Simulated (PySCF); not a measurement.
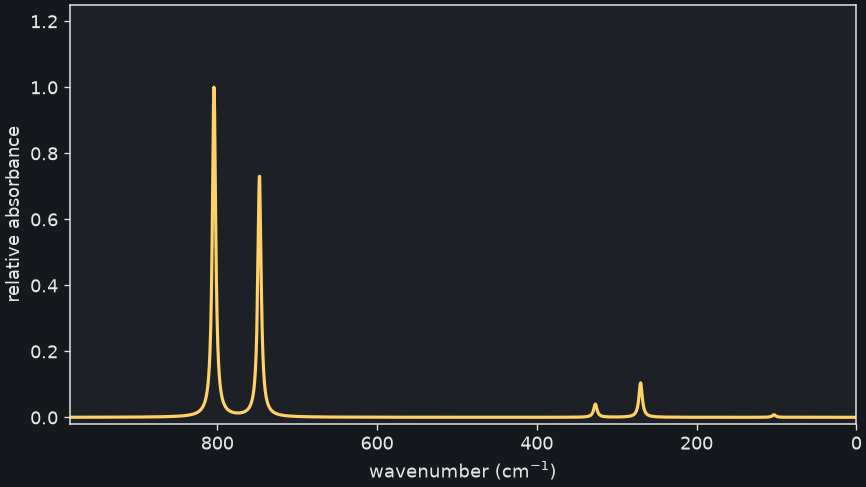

IR spectrum of VF₅, singlet, at a minimum, with V as the central atom. Unscaled harmonic wavenumbers and double-harmonic intensities, PBE/def2-SVP in PySCF, isolated molecule. Structures are the lowest points that the searches found. Degenerate modes count as one line, with their intensities summed. Lorentzian lines of 5 cm⁻¹ full width. Close modes add up in the curve.

What symmetry does the computed molecule have?

Answer. The calculation gave D3h. Its 12 modes give 8 distinct wavenumbers, 5 with an intensity of 0.05 km/mol or more.
```tsv
cm⁻¹	km/mol	symmetry
103.1	2.6	e' (×2)
270.0	34.8	e' (×2)
326.7	13.3	a2''
338.1	0.0	e'' (×2)
600.7	0.0	a1'
707.6	0.0	a1'
747.1	244.5	a2''
804.1	334.0	e' (×2)
```

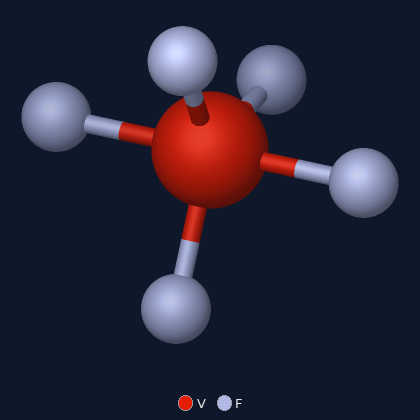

Caveats: closed-shell stability not tested; double-zeta basis on some or all atoms.
